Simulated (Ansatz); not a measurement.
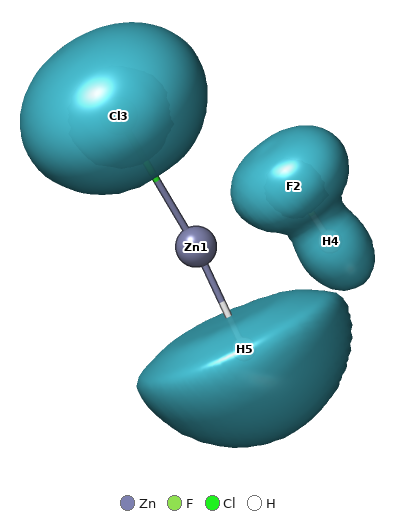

The picture shows: ClHZn···HF. Isosurface of the ELF at 0.75 (cyan), seen at an oblique angle. Core shells and regions of very low density are left out.

The product side of a reaction path; geometry: PBE0-D4/def2-TZVP.

Computed with RKS PBE0-D4/def2-TZVPP (Ansatz).

```xyz
5

Zn   -0.6115   -0.2458   -0.7205
F     1.0110    0.2121    1.1152
Cl   -0.1912   -2.2776   -1.1018
H     0.8694    1.1018    1.3235
H    -1.0777    1.2095   -0.6163
```

### Identify the bonds, lone pairs and shells in this picture.

The surface consists of one region around a hydrogen nucleus, one region wrapped around Cl (its valence shell) and one joined region spread over several atoms (F, H), in which their bonds and any lone pairs are merged. Profiles from the grid: Zn1···F2 (2.49 Å): the ELF dips to about 0.05 between them. Zn–Cl (2.11 Å): the ELF peaks at about 0.85 in the valence shell of Cl, 0.9 Å from its nucleus, and is about 0.45 at the midpoint.
